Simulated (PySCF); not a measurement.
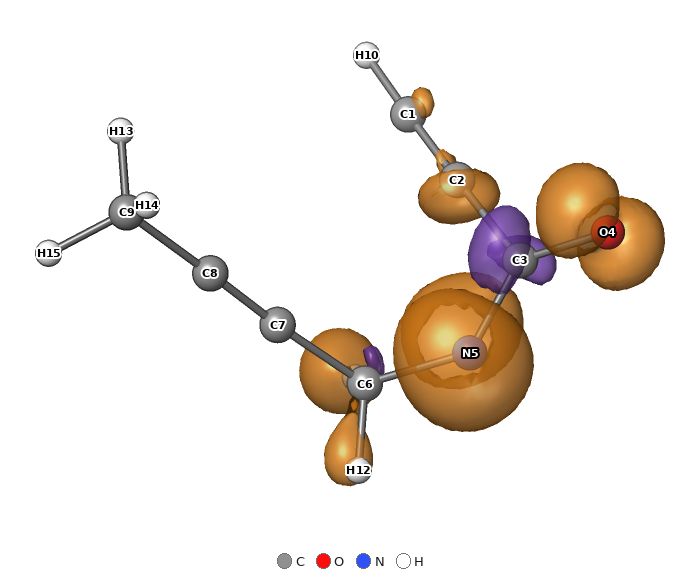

Figure. C$_{7}$H$_{6}$NO (SMILES C#CC(=O)[N]CC#CC) (doublet). Isosurfaces of the spin density at +0.03 (orange) and −0.03 e/Å³ (purple), seen at an oblique angle.

Geometry: GFN2-xTB.

Level of theory: UKS B3LYP, pcH-1 on C H N O, non-relativistic, mean-field spin-orbit, GIAO (PySCF 2.14.0, density-fitted response routines).

```xyz
15

C     2.2015    1.0114    0.4507
C     2.1050   -0.0619   -0.0714
C     2.0221   -1.3810   -0.7269
O     2.9000   -2.1900   -0.4952
N     0.9956   -1.4354   -1.5197
C    -0.0848   -0.5541   -1.7139
C    -0.8851   -0.3162   -0.5252
C    -1.4978   -0.1784    0.4983
C    -2.2540    0.0351    1.7091
H     2.3031    1.9424    0.9277
H     0.2464    0.4067   -2.1437
H    -0.7144   -1.0379   -2.4756
H    -1.7174    0.7175    2.3676
H    -2.3954   -0.9148    2.2236
H    -3.2292    0.4591    1.4727
```

> Describe the spin distribution.

The unpaired spin (1 electron) lies mostly on N5 (about 0.6) and O4 (about 0.2), in electrons by Hirshfeld's partition.
